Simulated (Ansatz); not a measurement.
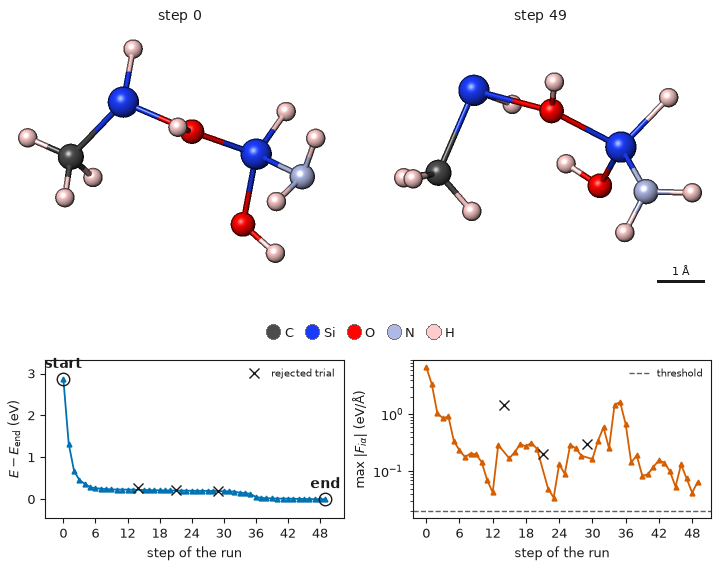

First and last geometry of a relaxation of CH9NO2Si2, with the history of the run. The picture is a ball-and-stick view, seen at a tilt.

The run prepares an end point of a later path (hydrogen shift) calculation, from a guessed geometry.

Computed with Ansatz 0.2.0, RKS PBE/6-31G*.

Input file:
```yaml
crystal:
  periodic: [false, false, false]
  atoms:
    - { symbol: C, position_ang: [-0.5568, -1.8576, 1.6112] }
    - { symbol: Si, position_ang: [0.6981, -1.5163, 0.3286] }
    - { symbol: O, position_ang: [0.3683, -0.2071, -0.6589] }
    - { symbol: Si, position_ang: [0.3688, 1.4308, -0.5252] }
    - { symbol: "N", position_ang: [-0.0822, 1.9512, -2.0869] }
    - { symbol: O, position_ang: [-1.0157, 1.8978, 0.3492] }
    - { symbol: H, position_ang: [-0.3457, -2.6925, 2.2076] }
    - { symbol: H, position_ang: [-1.542, -1.9606, 1.1246] }
    - { symbol: H, position_ang: [-0.6975, -0.9433, 2.321] }
    - { symbol: H, position_ang: [0.22047, -0.8544, -1.39324] }
    - { symbol: H, position_ang: [2.0029, -1.3153, 1.0155] }
    - { symbol: H, position_ang: [1.5562, 2.0648, -0.0429] }
    - { symbol: H, position_ang: [-0.8481, 1.3594, -2.4476] }
    - { symbol: H, position_ang: [0.7016, 1.8049, -2.6416] }
    - { symbol: H, position_ang: [-1.4616, 2.6446, -0.0147] }
basis:
  gaussian: { orbitals: "6-31G*" }
hamiltonian:
  xc: pbe
relax:
  f_tol: 0.02
  max_steps: 50
```

Command:
```bash
ansatz run input.yaml --threads 2 --pin off --max-ram 3072MiB --backend cpu --events-out ev --progress --plain --runs-dir out
```

> What do the curves and the structures tell?

The relaxation stopped without meeting its thresholds, so the last structure isn't shown to be converged. It used up its limit of 50 steps. The energy falls by 2.869 eV in 46 accepted moves (49 points after the start). Largest force component: 6.8 eV/Å at the start, 0.065 eV/Å at the end. The line search rejected the trial steps at points 14, 21, 29 of the run. The atom that moves furthest after the best rigid fit is H15 (2.62 Å). Largest moves by element: H 2.62 Å, O 0.90 Å, Si 0.75 Å, N 0.55 Å, C 0.48 Å. Near-neighbour distances that change, for instance: Si2–H10 1.906 → 2.561 Å, Si2–O3 1.673 → 2.064 Å, Si2–Si4 3.086 → 3.458 Å, C1–Si2 1.827 → 1.938 Å. Among the angles between lasting bonds that change: Si2–O3–H10 87.5° → 109.4°, O3–Si2–H11 109.9° → 89.1°, C1–Si2–O3 115.2° → 94.8°.
